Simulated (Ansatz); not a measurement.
C$_{4}$H$_{10}$ClIn

```xyz
16

C    -1.1129   -1.2094   -0.4962
C     0.1743   -1.4517    0.2782
C     1.2054   -0.3304    0.1790
C     0.6912    0.9762    0.7346
Cl    2.0221    2.2201    0.7449
In   -0.7496    2.1043   -0.4425
H    -1.7380   -0.4396   -0.0273
H    -1.7287   -2.1108   -0.5327
H    -0.9076   -0.9108   -1.5287
H     0.6413   -2.3694   -0.0914
H    -0.0627   -1.6368    1.3318
H     1.5034   -0.1974   -0.8671
H     2.1092   -0.6324    0.7223
H     0.4066    0.8704    1.7821
H    -0.4640    2.1240   -2.1403
H    -1.9900    2.9935    0.3532
```

Geometry: PBE0-D4/def2-TZVP; core potentials replace the inner electrons of In.

Computed with RKS PBE0-D4/def2-TZVPP in Ansatz 0.2.0.

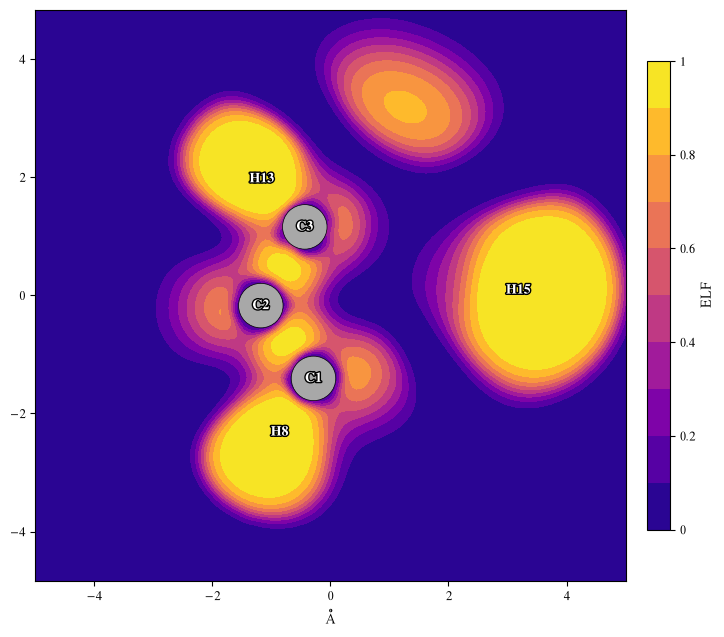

Figure 1. ELF on the plane of atoms C1, C2 and C3. Grey discs cover the atomic cores.

> Interpret the plot.

The section cuts through C and H sites.
C–C (1.52 Å): the ELF peaks at about 0.95 between the atoms (localised, covalent bonding).
C–H (1.09 Å): the ELF climbs to about 1 towards the hydrogen, as it does in any bond to H; an ordinary covalent bond to hydrogen.
The ELF also peaks beside Cl5, away from the bonds: lone-pair regions.

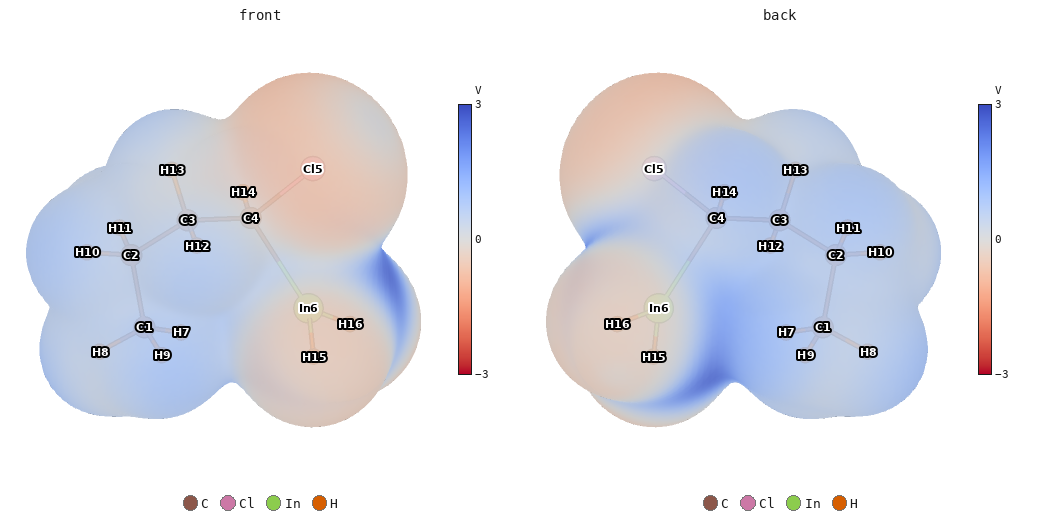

Figure 2. The electrostatic potential painted on the density surface at 0.002 e/bohr³, seen from the front and from behind; red is negative and blue positive.

> Describe the electrostatic potential map.

The most negative region (about −0.7 V, or −16 kcal/mol for a unit charge) lies over Cl5, the most positive (about +2.3 V, or +53 kcal/mol for a unit charge) over In6.

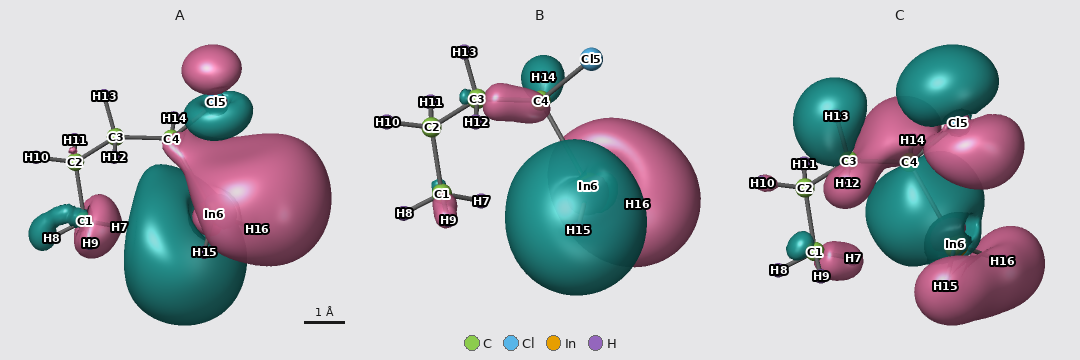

Figure 3. Three frontier orbitals at ±0.06 Å⁻³ᐟ² (teal and pink are the two phases), in no order.

> Which picture is the HOMO−1, the HOMO and the LUMO?

B is the HOMO−1 (−8.16 eV). Its weight (Hirshfeld) is mainly on In6 (about 40 %), H15 (about 30 %) and H16 (about 25 %). C is the HOMO (−6.92 eV). Its weight (Hirshfeld) is mainly on C4 (about 30 %), Cl5 (about 25 %) and In6 (about 20 %). A is the LUMO (−1.33 eV). By Hirshfeld shares it lies mainly on In6 (about 70 %) and Cl5 (about 5 %).

> What is the HOMO–LUMO gap?

5.59 eV between the orbital energies.
